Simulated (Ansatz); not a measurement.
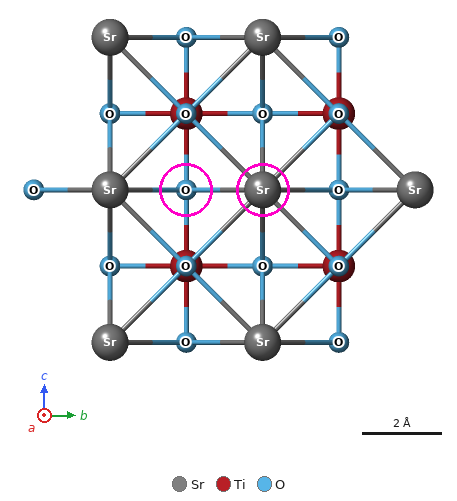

Perfect SrTiO₃. The picture is a ball-and-stick view of the atoms within 5.2 Å of one point, in a slice 5.0 Å thick across the line of sight, seen along the a axis.

All numbers below come from Ansatz 0.2.0, DFT, PBEsol, PAW, plane waves. Set-up: plane-wave cutoff 420 eV; k-point mesh 1 × 1 × 1; mesh shifted by (0.25, 0.25, 0.25); collinear spin. Fermi-Dirac smearing of 0.01 eV. A uniform background neutralises the charged cell. The axes drawn are those of the host's conventional cell.

A strontium atom is replaced by cadmium and an oxygen atom is taken out (a vacancy), the two sites 2.8 Å apart at the ringed places, in charge state −1. The supercell has 40 sites, and the atoms are relaxed at the host's cell.

**Predict the relaxed surroundings of the defect.**

In the host the Sr atom has 12 O at 2.75 Å; the Cd atom ends with 6 O at 2.63 to 2.75 Å, 2 Ti at 2.88 Å. Around the empty O site the host had 2 Ti at 1.95 Å; after relaxation the nearest atoms are 1 Cd at 1.94 Å, 2 Ti at 2.04 to 2.05 Å. Of the host's atoms, an oxygen atom moves furthest from its site, by 0.40 Å. The Cd atom itself moves 0.81 Å from where it was put. The cell's net moment is 1.00 μB.

The relaxed defect, seen from the same direction:

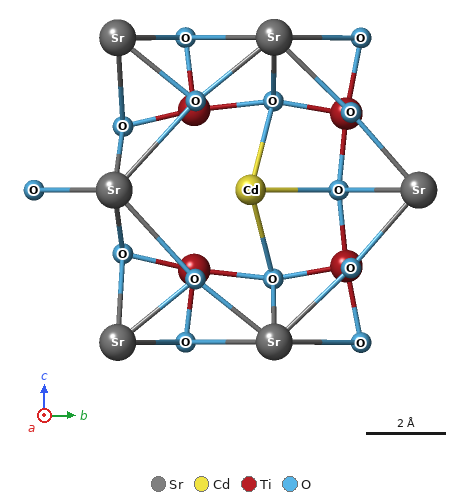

Limits of the set-up: the periodic images lie only 7.8 Å apart, so the values are limited by the cell's size; the cell is charged, on a uniform background, and energies carry no finite-size correction.
